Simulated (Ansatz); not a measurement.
The reference is ZnO in the wurtzite structure (space group P6_3mc, No. 186; a = 3.235 Å, c = 5.211 Å). Axes: x lies along a and z along c of the hexagonal cell.

Structures relaxed with r2SCAN/PAW in Ansatz (a quantum-chemistry and plane-wave program), no spin-orbit coupling, earlier PAW set.

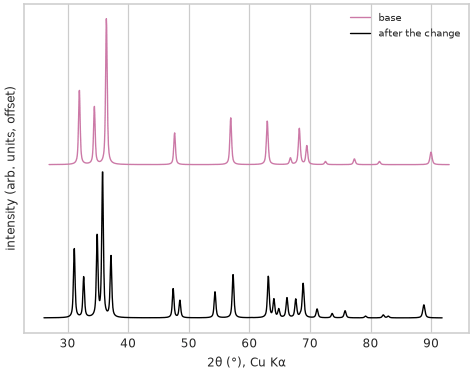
Fig. 1. Simulated powder patterns before (top) and after one change

Task: Which change produced these results?
A) biaxial strain +0.51 %, plane normal [001], relaxed out of plane
B) uniaxial stress, 5 GPa tension along x
C) uniaxial strain ε_xx = +4.45 %
D) isotropic strain −5.03 %

Result: B, uniaxial stress, 5 GPa tension along x. Its volume per atom is 11.91 Å³ against 11.81 Å³, and its space group is Cmc2_1 (No. 36).

Stability under load was not tested beyond the relaxation.
